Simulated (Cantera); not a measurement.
Feed: 1 mol B₂H₆, 0.41 mol O₂, held at 1.20 mbar.

Method: chemical equilibrium by Gibbs-energy minimisation in Cantera with the NASA 1993 tables (ideal gas, pure condensed phases). Candidate condensed phases: B, B₂O₃, B₃O₃H₃, H₂O; 23 gas species. The feed counts by its element totals alone. Mutual solubility and eutectic melting of coexisting phases are not modelled. The tables' values for BH₂ are old estimates; treat these amounts as uncertain. Rates play no part.

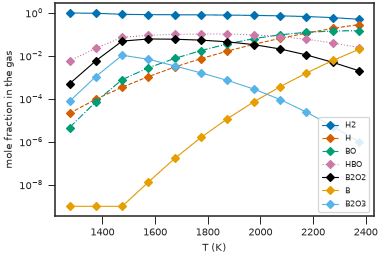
Figure: Equilibrium gas composition (values under 1e-9 drawn at 1e-9)

Read off the mole fractions at 2175 K.

H₂ about 0.68, BO about 0.13, H about 0.12, HBO about 0.059, B₂O₂ about 0.011, B about 0.0016, B₂O₃ about 2.4e-5.
